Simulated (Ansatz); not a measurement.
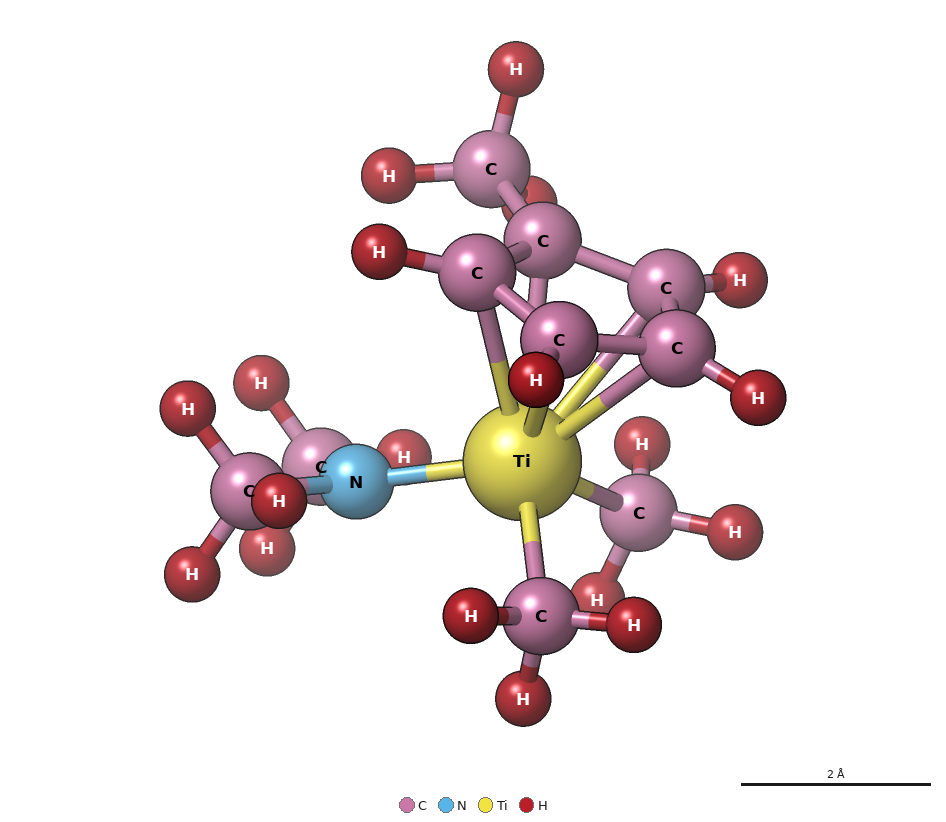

Atoms fade into the background with distance from the viewer. Charge 0, singlet. The computed structure is the end point of a PBE0-D4/def2-TZVP optimisation. No frequency run is at hand to confirm it as a minimum. Masses are those of the most abundant isotopes; constants are for the rigid equilibrium geometry.

**Classify the rotor and give the rotational constants (GHz).**

An asymmetric top (C1): A = 0.978, B = 0.773, C = 0.668 GHz. Ray's parameter κ is −0.32, nearer the prolate limit.
